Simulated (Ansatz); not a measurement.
# A computed series for C: pressure series

Start from C in the graphite type structure (space group P6_3/mmc, No. 194; a = 2.4552 Å, c = 6.6705 Å; layered, stacked along the Cartesian z axis).

Cell and atoms are relaxed at each pressure.

Computed with r2SCAN+rVV10 (Ansatz, a program for electronic structure, PAW, no spin-orbit coupling), earlier PAW set.

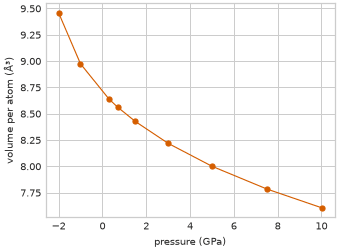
Fig. 1. Volume against pressure

Task: Estimate the zero-pressure bulk modulus from the plot.

Result: About 39 GPa; a third-order Birch–Murnaghan fit to the points gives V₀ = 8.71 Å³/atom, B₀ = 39 GPa and B₀′ = 10.5.

Measured bulk modulus of C: 33.8 GPa (room temperature; as listed in Wengen Ouyang et al., Journal of Chemical Theory and Computation (2019)); the computed value is for a static lattice, so the two differ by thermal effects too.

The mesh was chosen for an insulator and is coarse for the gapless case. Load acts through the strain it causes; cell and atoms are relaxed under it. Stability against distortions was not tested. Competing high-pressure phases were not computed.
